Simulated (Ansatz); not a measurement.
# Phonons of Rh-Al-Al-Rh stack of (111) layers

Question: is the lattice of Rh-Al-Al-Rh stack of (111) layers stable, and if so, what are its coupling constant and resistivity?

Main program and level: Ansatz 0.2.0; DFT PBEsol, scalar-relativistic, plane waves, PAW; PAW set soft_1.

### 1. Set-up

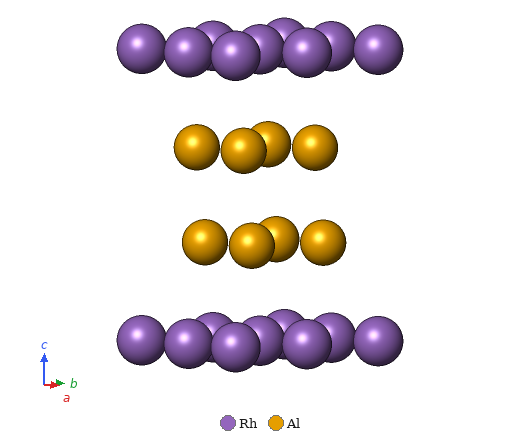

The starting structure, seen from the side, with the c axis up (rhodium purple, aluminium orange). 2×2×1 cells are drawn. Some periodic images of atoms are drawn too.

The cell holds 4 atoms: 2 Rh and 2 Al. Its edges and angles: a = 2.864 Å, b = 2.864 Å, c = 18.015 Å, α = 90.0°, β = 90.0°, γ = 120.0°. Vacuum lies along c.

### 2. Rough relaxation

The start is far from rest, so a relaxation with loose thresholds does the first part.

Contents of input.yaml:

```yaml
crystal:
  lattice:
    - [2.86378, 0.0, 0.0]
    - [-1.43189, 2.48011, 0.0]
    - [0.0, 0.0, 18.01481]
  atoms:
    - { symbol: Rh, position: [0.0, 0.0, 0.30530443] }
    - { symbol: Al, position: [0.33333333, 0.66666667, 0.43510148] }
    - { symbol: Al, position: [0.66666667, 0.33333333, 0.56489852] }
    - { symbol: Rh, position: [0.0, 0.0, 0.69469557] }
  periodic: [true, true, false]
kpoints:
  mp_grid: { grid: [9, 9, 1] }
hamiltonian:
  xc: pbesol
  pseudopotentials: { kind: paw, azcp: { folder: soft_1 }, xc_functional: pbe }
scf:
  occupations: { method: gaussian, width: 0.1 }
output:
  forces: true
  stress: true
  eigenvalues: true
relax:
  adjacent_minimum: "off"
  f_tol: 0.05
  max_steps: 80
  cell: { stress_2d_tol: 0.02 }
```

On the command line:

```console
> ansatz run input.yaml --threads 4 --pin off --max-ram 12288MiB --backend cpu --events-out ev --progress --plain --runs-dir out
```

Numbers of over 12 decimals in the logs are rounded to 6 here.

The log of the run:

```text
Warning: crystal.periodic: the lattice vector that does not repeat stood 0.000° off the slab's normal, 18.015 Å along it as the deck builds it. The run solves the slab on a vector along the normal, 37.830 Å long, with every atom where it was (on the deck's vector they left 11.00 Å outside them, and the widest stretch free of ions among them is 2.34 Å). A fractional position that the run reports is one of the run's ce [...]
The last accepted step is kept in <dir> (removed where the run ends without a failure and the disk answers)
crystal.periodic: the lattice vector that does not repeat stood 0.000° off the slab's normal, 18.015 Å along it as the deck builds it. The run solves the slab on a vector along the normal, 37.830 Å long, with every atom where it was (on the deck's vector they left 11.00 Å outside them, and the widest stretch free of ions among them is 2.34 Å). A fractional position that the run reports is one of the run's cell, which [...]
Engine: ansatz 0.2.0, aarch64-unknown-linux-gnu
Pseudopotentials: kind: paw
Pseudopotential: Rh, paw, valence charge 17, recommended cutoff 420 eV (normal), soft_1/Rh.paw.azcp
Pseudopotential: Al, paw, valence charge 3, recommended cutoff 420 eV (normal), soft_1/Al.paw.azcp
Functional definition: PBEsol
  exchange = pbesol_x
  correlation = pbesol_c
Crystal: 4 atoms, lattice volume = 268.684 Å³
Basis set: ecut = 420 eV, 5275 PW (Γ), exchange–correlation on 40×40×512 points (8 copies of the dense FFT grid, shifted against one another)
Bands: 24, of which v1, the nominal top of the filled ones, is band 20 counted from 1 (19 counted from 0)
Symmetry: 12 space group operations
Space group: P-3m1 (ITA 164), of the structure as read, at distance tolerance 6.5e-5 Å
k-points: 12 of 81
Non-local potential: Rh, projectors of the file, l = 0: 3, l = 1: 2, l = 2: 2, l = 3: 1
Non-local potential: Al, projectors of the file, l = 0: 2, l = 1: 2, l = 2: 1
PAW form: soft (Blöchl's): semilocal exchange-correlation on the pseudo side does not see the compensation charge
PAW frozen core: Rh, regenerated for the run's functional, and the local potential with it (the file was generated under x = pbe(κ = 0.804, μ = 0.219515), c = pbe(β = 0.066725))
PAW frozen core: Al, regenerated for the run's functional, and the local potential with it (the file was generated under x = pbe(κ = 0.804, μ = 0.219515), c = pbe(β = 0.066725))
PAW one-centre angular grid: Rh, 590 points (default); XC on 64 Gauss nodes
PAW one-centre angular grid: Al, 110 points (default); XC on 64 Gauss nodes
Initial density: superposition of atomic densities (neutral atoms: chi_scale 0, normalization atom)
Initial wavefunctions: pseudopotential atomic-orbital guess
Functional: x = pbesol(κ = 0.804, μ = 0.123457), c = pbesol(β = 0.046)
SCF iter   1: F=—  HF=-13726.223500 eV  |F-HF|=—  |Δ(HF+E_count)|=         —  Δρ=4.29e-2  dr2=1.13e1  ethr=3.10e-3  ⟨swp⟩=12.7  Hψ=2262  notcnv=0
preconditioner: auto → LDOS  [metal: Δε(μ)=0.033 eV  Ē_g=4.078 eV  σ=0.100 eV  W_gap=0.18  n_scr=22 (ndim 8)  ℏωp=11.1 eV  f_vac=0.695  D(μ)=5.79/eV (n_scr^D=22)  β→1.0]
SCF iter   2: F=—  HF=-13725.748234 eV  |F-HF|=—  |Δ(HF+E_count)|=   4.75e-1  Δρ=3.45e-2  dr2=4.64e0  ethr=3.10e-3  ⟨swp⟩=4.3  Hψ=874  notcnv=0  defer=1
SCF iter   3: F=—  HF=-13724.913125 eV  |F-HF|=—  |Δ(HF+E_count)|=   8.35e-1  Δρ=5.54e-3  dr2=1.31e-1  ethr=3.10e-3  ⟨swp⟩=3.2  Hψ=814  notcnv=0  defer=1
SCF iter   4: F=—  HF=-13724.889150 eV  |F-HF|=—  |Δ(HF+E_count)|=   2.40e-2  Δρ=1.30e-3  dr2=5.16e-3  ethr=3.27e-4  ⟨swp⟩=2.3  Hψ=653  notcnv=0  defer=1
SCF iter   5: F=—  HF=-13724.888694 eV  |F-HF|=—  |Δ(HF+E_count)|=   4.56e-4  Δρ=4.54e-4  dr2=5.55e-4  ethr=1.29e-5  ⟨swp⟩=4.1  Hψ=670  notcnv=0  defer=1
SCF iter   6: F=—  HF=-13724.888885 eV  |F-HF|=—  |Δ(HF+E_count)|=   1.91e-4  Δρ=1.71e-4  dr2=6.82e-5  ethr=1.39e-6  ⟨swp⟩=3.3  Hψ=642  notcnv=0  defer=1
SCF iter   7: F=—  HF=-13724.889063 eV  |F-HF|=—  |Δ(HF+E_count)|=   1.78e-4  Δρ=6.47e-5  dr2=8.64e-6  ethr=1.70e-7  ⟨swp⟩=3.0  Hψ=640  notcnv=0  defer=1
SCF iter   8: F=—  HF=-13724.889063 eV  |F-HF|=—  |Δ(HF+E_count)|=   8.43e-7  Δρ=1.18e-5  dr2=9.20e-7  ethr=2.16e-8  ⟨swp⟩=3.5  Hψ=665  notcnv=0  defer=1
SCF iter   9: F=—  HF=-13724.889064 eV  |F-HF|=—  |Δ(HF+E_count)|=   9.12e-7  Δρ=5.31e-6  dr2=1.03e-7  ethr=2.50e-10  ⟨swp⟩=12.5  Hψ=1839  notcnv=0
SCF iter  10: F=-13724.889064 eV  HF=-13724.889064 eV  |F-HF|=1.07e-8  |Δ(HF+E_count)|=   4.35e-8  Δρ=1.45e-6  dr2=7.66e-9  ethr=2.50e-10  ⟨swp⟩=5.2  Hψ=1114  notcnv=0
SCF 1 converged in 10 iterations: F = -13724.889064 eV  dr2 = 7.66e-9
  greatest PAW one-centre occupation: 0.999 electrons in one spin orbital (limit 2), on the Rh atom at site 3 (counted from 0), in its partial waves of l = 0
relax step   1: F+E_penalty+E_count = -13724.88906445 eV  Δ(F+E_penalty+E_count) = +0.000e0 eV  max|allowed force component| = 2.195e0 eV/Å  Δτ_max = 0.0000 Å  P = -18.472 N/m  Ω = 268.684 Å³  fix = [c, alpha, beta]  reactions: c -0.000 N/m  (10 SCF iters, dr2 threshold 1.00e-7 eV, accepted)
Crystal: 4 atoms, lattice volume = 258.991 Å³
Basis set: ecut = 420 eV, 5143 PW (Γ), exchange–correlation on 40×40×512 points (8 copies of the dense FFT grid, shifted against one another)
Initial density: handed on by an earlier stage of this run
Initial wavefunctions: those handed on with the density
iter 1 solved again at ethr=2.18e-3 eV; its pass at ethr=3.10e-3 eV (dr2=8.73e-1 eV) is discarded
SCF iter   1: F=—  HF=-13726.361502 eV  |F-HF|=—  |Δ(HF+E_count)|=         —  Δρ=1.82e-2  dr2=9.02e-1  ethr=2.18e-3  ⟨swp⟩=1.2  Hψ=2424  notcnv=0
preconditioner: auto → LDOS  [insulator: Δε(μ)=0.146 eV  Ē_g=4.605 eV  σ=0.100 eV  W_gap=0.68  n_scr=24 (ndim 8)  ℏωp=11.3 eV  f_vac=0.715  D(μ)=3.85/eV (n_scr^D=18)  ε∞_Penn≈7.0  β→1.0]
SCF iter   2: F=—  HF=-13726.392915 eV  |F-HF|=—  |Δ(HF+E_count)|=   3.14e-2  Δρ=1.42e-2  dr2=1.35e0  ethr=2.18e-3  ⟨swp⟩=3.7  Hψ=697  notcnv=0
SCF iter   3: F=—  HF=-13726.186607 eV  |F-HF|=—  |Δ(HF+E_count)|=   2.06e-1  Δρ=2.49e-3  dr2=2.58e-2  ethr=2.18e-3  ⟨swp⟩=3.1  Hψ=678  notcnv=0  defer=1
SCF iter   4: F=—  HF=-13726.183935 eV  |F-HF|=—  |Δ(HF+E_count)|=   2.67e-3  Δρ=6.29e-4  dr2=1.13e-3  ethr=6.45e-5  ⟨swp⟩=3.3  Hψ=622  notcnv=0  defer=1
SCF iter   5: F=—  HF=-13726.183995 eV  |F-HF|=—  |Δ(HF+E_count)|=   6.07e-5  Δρ=2.44e-4  dr2=2.73e-4  ethr=2.82e-6  ⟨swp⟩=4.2  Hψ=738  notcnv=0  defer=1
SCF iter   6: F=—  HF=-13726.184152 eV  |F-HF|=—  |Δ(HF+E_count)|=   1.57e-4  Δρ=1.04e-4  dr2=4.49e-5  ethr=6.84e-7  ⟨swp⟩=2.2  Hψ=428  notcnv=0  defer=1
[...]
SCF iter   3: F=—  HF=-13726.613393 eV  |F-HF|=—  |Δ(HF+E_count)|=   1.56e-1  Δρ=2.87e-3  dr2=3.54e-2  ethr=2.21e-3  ⟨swp⟩=2.3  Hψ=605  notcnv=0  defer=2
SCF iter   4: F=—  HF=-13726.605458 eV  |F-HF|=—  |Δ(HF+E_count)|=   7.94e-3  Δρ=6.00e-4  dr2=1.23e-3  ethr=8.84e-5  ⟨swp⟩=3.9  Hψ=734  notcnv=0  defer=2
SCF iter   5: F=—  HF=-13726.605864 eV  |F-HF|=—  |Δ(HF+E_count)|=   4.05e-4  Δρ=2.93e-4  dr2=2.70e-4  ethr=3.07e-6  ⟨swp⟩=3.6  Hψ=666  notcnv=0  defer=2
SCF iter   6: F=—  HF=-13726.605999 eV  |F-HF|=—  |Δ(HF+E_count)|=   1.36e-4  Δρ=7.60e-5  dr2=1.20e-5  ethr=6.76e-7  ⟨swp⟩=3.2  Hψ=549  notcnv=0  defer=2
SCF iter   7: F=—  HF=-13726.606018 eV  |F-HF|=—  |Δ(HF+E_count)|=   1.90e-5  Δρ=2.42e-5  dr2=8.57e-7  ethr=3.00e-8  ⟨swp⟩=3.4  Hψ=698  notcnv=0  defer=2
SCF iter   8: F=-13726.606019 eV  HF=-13726.606018 eV  |F-HF|=1.23e-8  |Δ(HF+E_count)|=   3.42e-7  Δρ=4.95e-6  dr2=5.41e-8  ethr=1.00e-9  ⟨swp⟩=12.9  Hψ=1849  notcnv=0
SCF 3 converged in 8 iterations: F = -13726.606019 eV  dr2 = 5.41e-8
relax step   3: F+E_penalty+E_count = -13726.60601850 eV  Δ(F+E_penalty+E_count) = -4.219e-1 eV  max|allowed force component| = 6.286e-1 eV/Å  Δτ_max = 0.1981 Å  P = +1.306 N/m  Ω = 255.106 Å³  energy of the carried Pulay correction = +8.987e-4 eV  fix = [c, alpha, beta]  reactions: c +0.000 N/m  (8 SCF iters, dr2 threshold 4.00e-7 eV, accepted)
[...]
relax step   4: F+E_penalty+E_count = -13726.72757090 eV  Δ(F+E_penalty+E_count) = -1.216e-1 eV  max|allowed force component| = 4.234e-1 eV/Å  Δτ_max = 0.1972 Å  P = -0.120 N/m  Ω = 255.578 Å³  energy of the carried Pulay correction = +8.666e-4 eV  fix = [c, alpha, beta]  reactions: c -0.000 N/m  (9 SCF iters, dr2 threshold 4.00e-7 eV, accepted)
[...]
relax step   5: F+E_penalty+E_count = -13726.73510716 eV  Δ(F+E_penalty+E_count) = -7.536e-3 eV  max|allowed force component| = 3.077e-1 eV/Å  Δτ_max = 0.0706 Å  P = +0.110 N/m  Ω = 256.453 Å³  energy of the carried Pulay correction = +8.075e-4 eV  fix = [c, alpha, beta]  reactions: c +0.000 N/m  (7 SCF iters, dr2 threshold 4.00e-7 eV, accepted)
[...]
relax step   6: F+E_penalty+E_count = -13726.74358426 eV  Δ(F+E_penalty+E_count) = -8.477e-3 eV  max|allowed force component| = 6.188e-2 eV/Å  Δτ_max = 0.0351 Å  P = -0.023 N/m  Ω = 255.962 Å³  energy of the carried Pulay correction = +8.406e-4 eV  fix = [c, alpha, beta]  reactions: c -0.000 N/m  (6 SCF iters, dr2 threshold 4.00e-7 eV, accepted)
[...]
relax step   7: F+E_penalty+E_count = -13726.74383664 eV  Δ(F+E_penalty+E_count) = -2.524e-4 eV  max|allowed force component| = 1.175e-2 eV/Å  Δτ_max = 0.0059 Å  P = -0.014 N/m  Ω = 256.041 Å³  energy of the carried Pulay correction = +8.353e-4 eV  fix = [c, alpha, beta]  reactions: c -0.000 N/m  (4 SCF iters, dr2 threshold 2.39e-7 eV, accepted)
Initial wavefunctions: pseudopotential atomic-orbital guess (no wavefunctions were taken with the density)
iter 1 solved again at ethr=1.15e-7 eV; its pass at ethr=3.10e-3 eV (dr2=4.60e-5 eV) is discarded
SCF iter   1: F=—  HF=-13726.742864 eV  |F-HF|=—  |Δ(HF+E_count)|=         —  Δρ=3.96e-5  dr2=7.22e-7  ethr=1.15e-7  ⟨swp⟩=6.5  Hψ=3653  notcnv=0
preconditioner: auto → LDOS  [metal: Δε(μ)=0.034 eV  Ē_g=5.139 eV  σ=0.100 eV  W_gap=0.19  n_scr=24 (ndim 8)  ℏωp=11.4 eV  f_vac=0.732  D(μ)=5.34/eV (n_scr^D=22)  β→1.0]
SCF iter   2: F=—  HF=-13726.743014 eV  |F-HF|=—  |Δ(HF+E_count)|=   1.50e-4  Δρ=1.53e-5  dr2=8.21e-7  ethr=1.81e-9  ⟨swp⟩=3.9  Hψ=811  notcnv=0
SCF iter   3: F=—  HF=-13726.743014 eV  |F-HF|=—  |Δ(HF+E_count)|=   9.53e-8  Δρ=4.83e-6  dr2=1.05e-7  ethr=1.81e-9  ⟨swp⟩=3.4  Hψ=640  notcnv=0
SCF iter   4: F=—  HF=-13726.743014 eV  |F-HF|=—  |Δ(HF+E_count)|=   1.67e-8  Δρ=1.32e-6  dr2=6.25e-9  ethr=2.62e-10  ⟨swp⟩=3.5  Hψ=604  notcnv=0
SCF iter   5: F=—  HF=-13726.743014 eV  |F-HF|=—  |Δ(HF+E_count)|=   3.07e-9  Δρ=2.78e-7  dr2=3.43e-10  ethr=1.56e-11  ⟨swp⟩=3.2  Hψ=641  notcnv=0
SCF iter   6: F=—  HF=-13726.743014 eV  |F-HF|=—  |Δ(HF+E_count)|=   3.94e-9  Δρ=1.15e-7  dr2=9.54e-11  ethr=1.00e-12  ⟨swp⟩=3.6  Hψ=669  notcnv=0
SCF iter   7: F=—  HF=-13726.743014 eV  |F-HF|=—  |Δ(HF+E_count)|=   1.30e-9  Δρ=3.27e-8  dr2=5.68e-12  ethr=1.00e-12  ⟨swp⟩=1.2  Hψ=300  notcnv=0
SCF iter   8: F=-13726.743014 eV  HF=-13726.743014 eV  |F-HF|=1.46e-11  |Δ(HF+E_count)|=  1.56e-10  Δρ=2.62e-8  dr2=2.06e-12  ethr=1.00e-12  ⟨swp⟩=12.8  Hψ=2134  notcnv=0
SCF 8 converged in 8 iterations: F = -13726.743014 eV  dr2 = 2.06e-12
relax step   8: F+E_penalty+E_count = -13726.74301408 eV  Δ(F+E_penalty+E_count) = +8.226e-4 eV  max|allowed force component| = 1.184e-2 eV/Å  Δτ_max = 0.0000 Å  P = -0.018 N/m  Ω = 256.041 Å³  fix = [c, alpha, beta]  reactions: c -0.000 N/m  stress off target by 1.77e-2 N/m on what of the cell is left free  SCF on the basis re-selected at this cell (its energy is not comparable with the rows above)  (8 SCF iters)
basis re-selected at this cell: Δ(F+E_penalty+E_count) = +8.226e-4 eV, ΔP = -0.003 N/m vs the last step (what re-selecting the basis moved, of the pressure what is left beyond the Pulay correction that the steps carried, after the strain that the cell walked since its last selection, with what the two solves' SCF thresholds leave and, on support functions, any second-order correction that the steps lacked; it is no m [...]
SCF converged after 8 iterations
Free energy (F): -13726.743014 eV
Harris-Foulkes:  -13726.743014 eV  (|F-HF|=1.46e-11)
Internal energy: -13726.716323 eV  (E = F + TS)
E sigma→0 (E₀):  -13726.729669 eV
Entropy (-TS):   -0.026691 eV (-6.673 meV/atom)
Fermi energy:    -4.664154 eV
--- Per-component energies (eV) ---
  E_band       = -1119.589974
  E_kinetic    = 1125.802661
  E_local      = -138845.143914  (includes V_loc(G=0)·N_el)
  E_nonlocal   = 625.553547
  E_hartree    = 68564.198963
  E_xc         = -476.502080
  E_vxc        = -564.391090  (∫ρ·V_xc dr)
  E_paw        = -7996.493742  (= ΣΔE_a)
  E_vpaw       = -589.809559  (= ΣTr[D̂ρ^β])
  E_aug_tail   = 0.000214  (compensation charges beyond the density's cutoff)
  E_ewald      = 63275.277348
  E_core_change = 0.590679  (= ΣΔE_core)
  E_smearing   = -0.026691  (= −TS)
  E_closure    = -0.000000  (closes the sum)
  Σ components = -13726.743014   (vs F -13726.743014, Δ=0.00e0)
--- Forces (eV/Å), atoms counted from 1 ---
  atom   1  Rh    -0.00000000     0.00000000    -0.00298483
  atom   2  Al    -0.00000000     0.00000000     0.01183693
  atom   3  Al     0.00000000    -0.00000000    -0.01183693
  atom   4  Rh     0.00000000    -0.00000000     0.00298483
  max |Σ_I F_I| component: 2.31e-18 eV/Å
--- 2D stress c σ (N/m, compression-positive) ---
       -0.017659       0.000000      -0.000000
        0.000000      -0.017659      -0.000000
       -0.000000      -0.000000      -0.000000
  P = ½ c Tr σ = -0.0177 N/m
--- Band table (eV; the first three rows and the last of 12) ---
  k-point 0: bands = [... 16 lower, -6.7687, -5.3547, -5.1677, -5.1677, -5.1652, -5.1652, -4.4961, -0.8349]
  k-point 1: bands = [... 16 lower, -6.4950, -5.9939, -5.9521, -5.2474, -5.2443, -4.6021, -3.5633, -0.5139]
  k-point 2: bands = [... 16 lower, -6.5799, -5.7899, -5.7882, -5.3948, -5.3912, -3.8758, -2.3377, -0.0460]
  k-point 11: bands = [... 16 lower, -6.7843, -6.7843, -5.4730, -5.4730, -4.5102, -2.4285, -1.0034, -1.0034]
--- Relaxed structure (7 steps of the walk, 7 accepted, 1 SCFs on fresh bases) ---
  F+E_penalty+E_count = -13726.74301408 eV   max|allowed force component| = 1.184e-2 eV/Å   (the final SCF, on the basis selected at the relaxed cell)
  cell:  # Å, volume = 256.0413 Å³
    - [2.795592, 0, 0]
    - [-1.397796, 2.421053, 0]
    - [0, 0, 37.829615]
  atoms:
    - { symbol: Rh, position: [1.3747589363917846e-17, 0, 0.159450] }
    - { symbol: Al, position: [0.333333, 0.666667, 0.207606] }
    - { symbol: Al, position: [0.666667, 0.333333, 0.268603] }
    - { symbol: Rh, position: [-1.3747589363917846e-17, 0, 0.316759] }
```

Elapsed: 15 s, on 4 threads of Arm Neoverse V1, shared host; peak memory 0.57 GiB; 54 s of CPU time.

Step by step:

```tsv
step	energy less that of the first step (eV)	largest force component (eV/Å)	volume (Å³)
1	0.0000	2.1950	268.68
2	-1.2951	1.6468	258.99
3	-1.7170	0.6286	255.11
4	-1.8385	0.4234	255.58
5	-1.8460	0.3077	256.45
6	-1.8545	0.0619	255.96
7	-1.8548	0.0118	256.04
8*	-1.8539	0.0118	256.04
```

Relaxation steps marked * repeat the geometry before them on a plane-wave basis chosen anew for their cell, so energy and pressure can jump there.

Forces are held to the 12 operations that the run works with; a distortion that breaks them can't arise in this run.

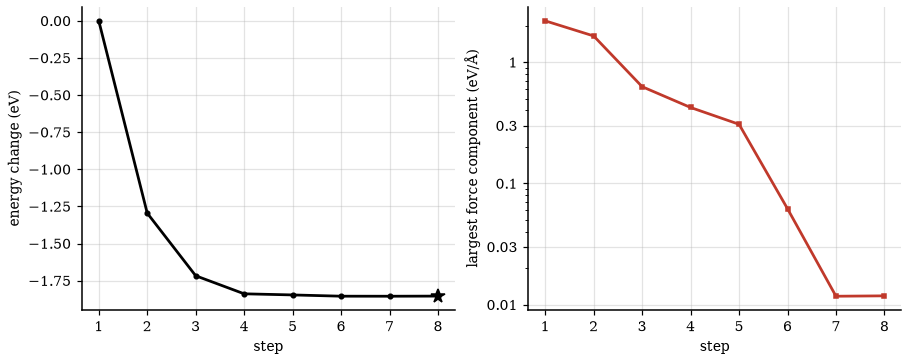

Energy and largest force along the relaxation. Stars mark steps on a basis chosen anew.

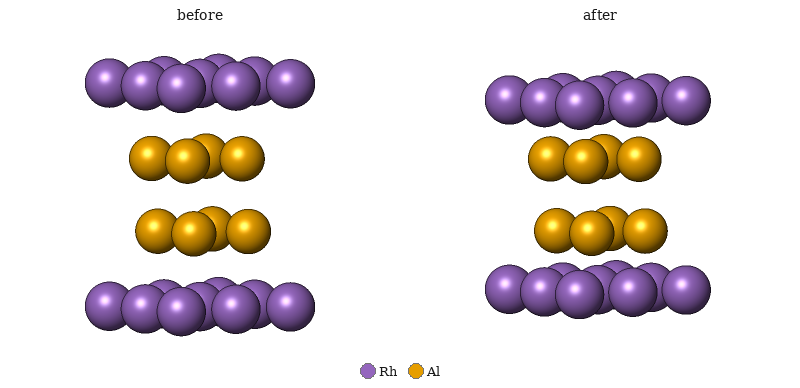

The structure before and after the relaxation, drawn at the same scale.

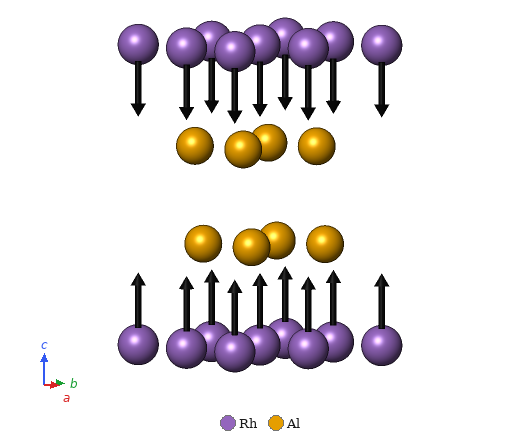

Displacements in the relaxation, exaggerated, measured against the changing cell; the longest in the cell stands for 0.53 Å. 2×2×1 cells are drawn. Some periodic images of atoms are drawn too.

```tsv
cell as run	before	after	change
a (Å)	2.864	2.796	-2.4 %
b (Å)	2.864	2.796	-2.4 %
```

The atoms that moved most (Å, along periodic axes as changes of fractional coordinates times the final cell, across vacuum about the mean position):

```tsv
atom	dx	dy	dz	length
Rh4	0.000	0.000	-0.532	0.532
Rh1	0.000	0.000	0.532	0.532
Al2	0.000	0.000	0.015	0.015
Al3	0.000	0.000	-0.015	0.015
```

The relaxed structure:

```xyz
4
Lattice="2.7956 0.0000 0.0000 -1.3978 2.4211 0.0000 0.0000 0.0000 37.8296" Properties=species:S:1:pos:R:3
Rh    0.0000    0.0000    6.0319
Al    0.0000    1.6140    7.8536
Al    1.3978    0.8070   10.1612
Rh    0.0000    0.0000   11.9829
```

This step gave:

```yaml
metallic_on_mesh: yes
gap_on_the_k_mesh: 0 eV
```

The relaxation ends with a largest force component of 0.012 eV/Å.

### 3. Relaxing cell and atoms

Lattice constant and positions set the bands and the force constants, so the cell is relaxed first.

input.yaml, the sections that differ from step 2:

```yaml
crystal:
  lattice:
    - [2.7955915025, 0.0, 0.0]
    - [-1.3977957513, 2.4210532598, 0.0]
    - [0.0, 0.0, 37.8296148056]
  atoms:
    - { symbol: Rh, position: [0.0, 0.0, 0.1594497552] }
    - { symbol: Al, position: [0.3333333333, 0.6666666667, 0.2076057616] }
    - { symbol: Al, position: [0.6666666667, 0.3333333333, 0.2686034225] }
    - { symbol: Rh, position: [0.0, 0.0, 0.3167594289] }
  periodic: [true, true, false]
kpoints:
  mp_grid: { grid: [12, 12, 1] }
relax:
  adjacent_minimum: "off"
  f_tol: 0.005
  max_steps: 80
  cell: { stress_2d_tol: 0.02 }
# hamiltonian, scf, output: as in step 2
```

The log of the run:

```text
[the first part of the log is left out]
  E_aug_tail   = 0.000252  (compensation charges beyond the density's cutoff)
  E_ewald      = 63488.848692
  E_core_change = 0.590679  (= ΣΔE_core)
  E_smearing   = -0.024873  (= −TS)
  E_closure    = 0.000000  (closes the sum)
  Σ components = -13726.769340   (vs F -13726.769340, Δ=0.00e0)
--- Forces (eV/Å), atoms counted from 1 ---
  atom   1  Rh     0.00000000     0.00000000    -0.00048601
  atom   2  Al    -0.00000000     0.00000000     0.00002288
[...]
P = ½ c Tr σ = 0.0019 N/m
--- Band table (eV; the first three rows and the last of 19) ---
[...]
--- Relaxed structure (4 steps of the walk, 4 accepted, 1 SCFs on fresh bases) ---
[...]
cell:  # Å, volume = 254.9858 Å³
    - [2.789823, 2.8807895788035784e-11, 0]
    - [-1.394912, 2.416058, 0]
    - [0, 0, 37.8296148056]
  atoms:
    - { symbol: Rh, position: [0, 1.5746021427990547e-19, 0.159293] }
    - { symbol: Al, position: [0.333333, 0.666667, 0.207637] }
    - { symbol: Al, position: [0.666667, 0.333333, 0.268573] }
    - { symbol: Rh, position: [0, -1.574602142799054e-19, 0.316917] }
```

Wall time 13 s (4 threads); peak memory 0.59 GiB.

Relaxation path:

```tsv
step	energy less that of the first step (eV)	largest force component (eV/Å)	volume (Å³)
1	0.0000	0.0323	256.04
2	-0.0005	0.0389	255.04
3	-0.0007	0.0123	255.04
4	-0.0007	0.0005	254.99
5	-0.0006	0.0005	254.99
```

The log counts 1 steps on a newly chosen plane-wave basis, not all of them marked here; energy and pressure can jump at such steps.

```tsv
cell as run	before	after	change
a (Å)	2.796	2.790	-0.2 %
b (Å)	2.796	2.790	-0.2 %
```

Final coordinates:

```xyz
4
Lattice="2.7898 0.0000 0.0000 -1.3949 2.4161 0.0000 0.0000 0.0000 37.8296" Properties=species:S:1:pos:R:3
Rh    0.0000    0.0000    6.0260
Al    0.0000    1.6107    7.8548
Al    1.3949    0.8054   10.1600
Rh    0.0000    0.0000   11.9888
```

[end of part 1 of 2]

[Logs are printed without paths, hosts, clocks, repeated set-up lines and the standing remarks that a program may print on its own settings, such as how far it seeks lower states.]

[Hosts, paths, dates, database ids (printed as entryN), source tags and the programs' standing remarks are cut or masked in the printed files.]
